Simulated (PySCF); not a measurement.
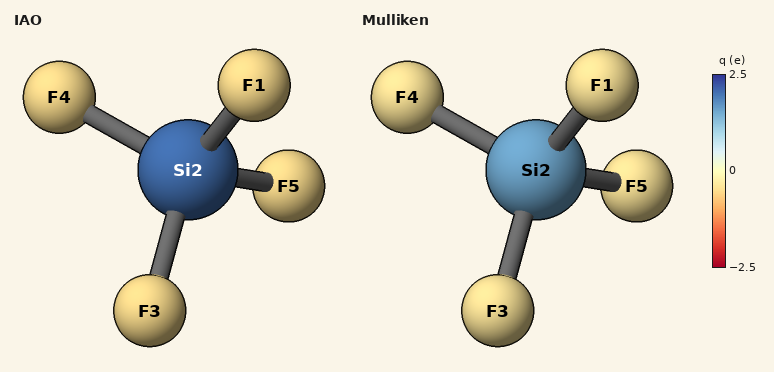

Atomic charges of one calculation by 2 schemes, on one colour scale. Computed geometry: GFN2-xTB optimisation. No frequency run is at hand to confirm it as a minimum. Method: PBE0/pcSseg-1 (PySCF 2.14.0).

Which scheme gives the most polar picture (largest mean size of the charges)?

Answer. The IAO charges are the largest in size here.

List the charges (e), one line for each set of equivalent atoms.

```json
{"atom": "F1, F3, F4…", "IAO": "−0.50", "Mulliken": "−0.38"}
{"atom": "Si2", "IAO": "2.02", "Mulliken": "1.52"}
```

The geometry is semi-empirical. Around Si such bond lengths and angles can be off by a tenth of an ångström or more and by several degrees, and values that hang on the shape move with them.
